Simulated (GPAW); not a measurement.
# Screening of a field by Ti2COS MXene monolayer, part 2 of 2

How does Ti2COS MXene monolayer screen a perpendicular field?

GPAW 26.7.0; GPAW, PAW setups; layer in a repeated cell with vacuum, relaxation of atoms and in-plane cell (the session's first sound run).

So far. Step 5 (Field on): The dipole is now -0.0124 e Å, against 0.017 in the run without a field.

**7. Field on**

Level of this step: GPAW, PAW setups; slab in vacuum (GPAW).

File run.py:

```python
import json
import numpy as np
from ase import Atoms
from gpaw import GPAW, PW
from gpaw.external import ConstantElectricField

slab = Atoms(
    ['S', 'Ti', 'C', 'Ti', 'O'],
    positions=[
        [0.00000, 1.78620, 7.00000],
        [1.54690, 0.89310, 8.60676],
        [0.00000, 0.00000, 9.80316],
        [0.00000, 1.78620, 11.13060],
        [1.54690, 0.89310, 12.01199]],
    cell=[[3.09379, -0.0, 0.0], [-1.5469, 2.67931, 0.0], [0.0, 0.0, 19.012]],
    pbc=[True, True, False])

slab.calc = GPAW(mode=PW(500), xc='PBE', kpts={'size': (12, 12, 1), 'gamma': True},
                 occupations={'name': 'fermi-dirac', 'width': 0.05}, nbands='160%',
                 convergence={'density': 1e-05}, maxiter=200,
                 poissonsolver={'dipolelayer': 'xy'},
                 external=ConstantElectricField(0.05, [0, 0, 1]),
                 symmetry={'tolerance': 1e-3}, txt='slab.txt')
result = {}
energy = slab.get_potential_energy()
fermi = slab.calc.get_fermi_level()
v = slab.calc.get_electrostatic_potential().mean((0, 1)) - fermi
n = slab.calc.get_pseudo_density().mean((0, 1))
L = slab.cell[2, 2]
z = np.arange(len(v)) * L / len(v)
low, high = slab.positions[:, 2].min(), slab.positions[:, 2].max()
below, above = np.interp([low - 4.8, high + 4.8], z, v)
slopes = [np.interp(x, z, np.gradient(v, z)) for x in (low - 4.8, high + 4.8)]
eps = np.array([[slab.calc.get_eigenvalues(k, s) for k in range(len(slab.calc.get_ibz_k_points()))]
                for s in range(slab.calc.get_number_of_spins())]) - fermi
top, bottom = eps[eps < 0].max(), eps[eps > 0].min()
dipole = slab.get_dipole_moment()[2]
print(f'energy {energy:.4f} eV, Fermi level {fermi:.4f} eV, dipole {dipole:.5f} e A')
print(f'potential 4.8 A off the faces, from the Fermi level: lower {below:.4f} eV, upper {above:.4f} eV')
print(f'slope of the potential there: lower {slopes[0]:.5f}, upper {slopes[1]:.5f} eV/A')
print(f'nearest levels on the mesh: {top:.4f} and {bottom:.4f} eV')
print('magnetic moment', round(slab.get_magnetic_moment(), 3))
result.update(energy=energy, fermi=fermi, dipole=dipole, below=below, above=above, slopes=slopes, edges=[top, bottom],
              z=z.tolist(), v=v.tolist(), n=n.tolist(), positions=slab.positions.tolist(),
              forces=slab.get_forces(apply_constraint=False).tolist(), moments=slab.get_magnetic_moments().tolist())
json.dump(result, open('result.json', 'w'))
```

Launch:

```console
> OMP_NUM_THREADS=1 OPENBLAS_NUM_THREADS=1 python run.py
```

The program printed:

```text
energy -38.9440 eV, Fermi level -0.2981 eV, dipole 0.03251 e A
potential 4.8 A off the faces, from the Fermi level: lower 6.1413 eV, upper 5.4328 eV
slope of the potential there: lower -0.00092, upper 0.00049 eV/A
nearest levels on the mesh: -0.0531 and 0.0399 eV
magnetic moment 0.0
```

Run time: 3.1 min. Hardware: 1 thread of Arm Neoverse V1, shared host; peak memory 0.48 GiB.

The electrostatic potential energy of an electron (without an applied field's), less the Fermi level, planar mean oscillates, so the rows of the table below give means over windows of 1 Å about each position, cut where the curve ends. Its maxima inside the range that stand out by 2 % of the span (Å: eV): 7.8: -4.12, 9.3: -6.62, 10.3: -5.17, 11.7: -12.0. Its minima: 7.0: -19.3, 8.7: -17.4, 9.8: -11.2, 11.1: -18.4, 12.0: -13.0.

Table of electrostatic potential energy of an electron (without an applied field's), less the Fermi level, planar mean by z; means over each step:

```csv
z (Å),"electrostatic potential energy of an electron (without an applied field's), less the Fermi level, planar mean (eV)"
0,6.01
1,6.14
2,6.14
3,6.14
4,6.13
5,6.00
6,2.84
7,-13.2
8,-8.27
9,-11.7
10,-8.00
11,-14.4
12,-9.35
13,4.14
14,5.40
15,5.43
16,5.43
17,5.43
18,5.43
```

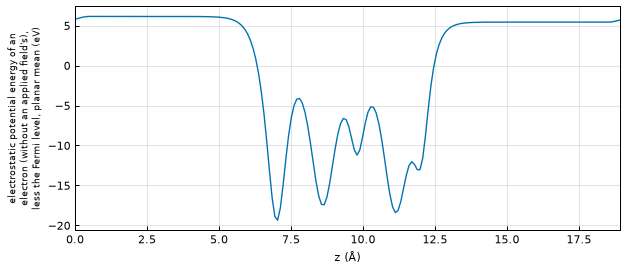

Electrostatic potential energy of an electron (without an applied field's), less the Fermi level, planar mean against z.

**8. Field on**

run.py: that of step 7 with these lines changed.

```diff
@@ -21,3 +21,3 @@
                  poissonsolver={'dipolelayer': 'xy'},
-                 external=ConstantElectricField(0.05, [0, 0, 1]),
+                 external=ConstantElectricField(0.1, [0, 0, 1]),
                  symmetry={'tolerance': 1e-3}, txt='slab.txt')
```

The program printed:

```text
energy -38.9460 eV, Fermi level -0.3051 eV, dipole 0.04746 e A
potential 4.8 A off the faces, from the Fermi level: lower 6.3158 eV, upper 5.2808 eV
slope of the potential there: lower -0.00093, upper 0.00049 eV/A
nearest levels on the mesh: -0.0523 and 0.0403 eV
magnetic moment 0.0
```

It took 3.1 min on 1 thread; peak memory 0.48 GiB.

The dipole is now 0.0475 e Å, against 0.017 in the run without a field.

**9. In a field**

run.py: that of step 8 with these lines changed.

```diff
@@ -21,3 +21,3 @@
                  poissonsolver={'dipolelayer': 'xy'},
-                 external=ConstantElectricField(0.1, [0, 0, 1]),
+                 external=ConstantElectricField(0.2, [0, 0, 1]),
                  symmetry={'tolerance': 1e-3}, txt='slab.txt')
```

The program printed:

```text
energy -38.9523 eV, Fermi level -0.3195 eV, dipole 0.07740 e A
potential 4.8 A off the faces, from the Fermi level: lower 6.6657 eV, upper 4.9773 eV
slope of the potential there: lower -0.00094, upper 0.00049 eV/A
nearest levels on the mesh: -0.0507 and 0.0409 eV
magnetic moment 0.0
```

Wall time 3 min (1 thread); peak memory 0.48 GiB.

The electrostatic potential energy of an electron (without an applied field's), less the Fermi level, planar mean oscillates, so the rows of the table below give means over windows of 1 Å about each position, cut where the curve ends. Its maxima inside the range that stand out by 2 % of the span (Å: eV): 0.6: 6.67, 7.8: -3.88, 9.3: -6.60, 10.3: -5.29, 11.7: -12.4. Its minima: 7.0: -19.0, 8.7: -17.3, 9.8: -11.2, 11.1: -18.6, 12.0: -13.4.

Table of electrostatic potential energy of an electron (without an applied field's), less the Fermi level, planar mean by z; means over each step:

```csv
z (Å),"electrostatic potential energy of an electron (without an applied field's), less the Fermi level, planar mean (eV)"
0,6.35
1,6.67
2,6.67
3,6.66
4,6.66
5,6.52
6,3.32
7,-12.8
8,-8.05
9,-11.6
10,-8.07
11,-14.6
12,-9.71
13,3.71
14,4.94
15,4.98
16,4.98
17,4.98
18,4.98
```

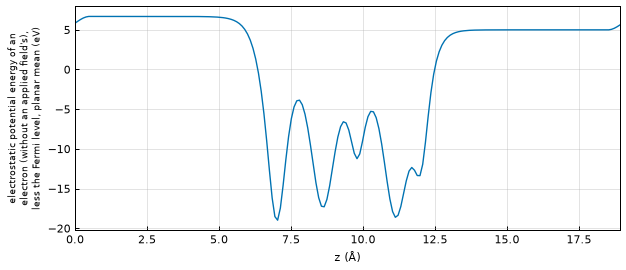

Electrostatic potential energy of an electron (without an applied field's), less the Fermi level, planar mean against z.

The dipole is now 0.0774 e Å, against 0.017 in the run without a field.

**10. In a field**

run.py: that of step 9 with these lines changed.

```diff
@@ -21,3 +21,3 @@
                  poissonsolver={'dipolelayer': 'xy'},
-                 external=ConstantElectricField(0.2, [0, 0, 1]),
+                 external=ConstantElectricField(0.3, [0, 0, 1]),
                  symmetry={'tolerance': 1e-3}, txt='slab.txt')
```

The program printed:

```text
energy -38.9615 eV, Fermi level -0.3344 eV, dipole 0.10735 e A
potential 4.8 A off the faces, from the Fermi level: lower 7.0166 eV, upper 4.6743 eV
slope of the potential there: lower -0.00096, upper 0.00049 eV/A
nearest levels on the mesh: -0.0491 and 0.0415 eV
magnetic moment 0.0
```

Run time: 3 min. Hardware: 1 thread; peak memory 0.48 GiB.

The dipole is now 0.107 e Å, against 0.017 in the run without a field.

**11. The series**

The members are put on one axis.

This step: induced dipole against applied field (GPAW 26.7.0).

Dipole along the normal against field:

```csv
field (V/Å),dipole along the normal (e·Å)
-0.200,-0.0423
-0.100,-0.0124
-0.050,0.00257
0.000,0.0172
0.050,0.0325
0.100,0.0475
0.200,0.0774
0.300,0.107
```

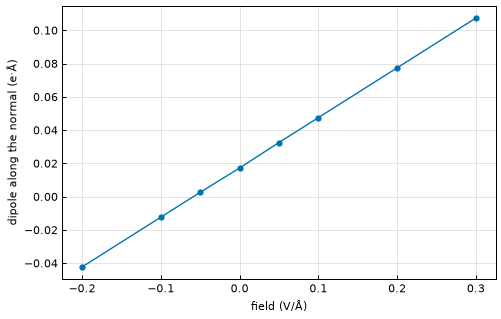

Dipole along the normal against field.

**12. Outcome**

```yaml
work_function_upper_and_lower_face: 5.585 and 5.967 eV
dipole_along_the_normal: 0.0172 e Å
induced_dipole_per_field: 0.299 e Å per V/Å
out_of_plane_polarisability_per_area_alpha_eps_0_a: 6.53 Å
```

What this shows: The field induces 0.299 e Å per V/Å, a polarisable thickness α/(ε0 A) of 6.53 Å beside 5.01 Å between the outermost nuclei. A perfect conductor would give the distance between its two image planes; a dielectric of thickness t gives t(1 - 1/ε). The two faces differ by 0.38 eV, the step that the slab's dipole makes (e p/(ε0 A) gives 0.38 eV), so the dipole layer is needed. The induced dipole is linear in the field over this range. The relaxation of atoms and cell ran in a fully periodic cell without the dipole layer, so the atoms of this polar layer felt a small spurious field. The runs had no spin polarisation, so a magnetic state, which thin layers of d-metal atoms can have, wasn't tested. The layer's cell and atoms come from the relaxation; spin-orbit coupling and temperature are left out.

[Logs are printed without paths, hosts, clocks, repeated set-up lines and the standing remarks that a program may print on its own settings, such as how far it seeks lower states.]

[Hosts, paths, dates, database ids (printed as entryN), source tags and the programs' standing remarks are cut or masked in the printed files.]
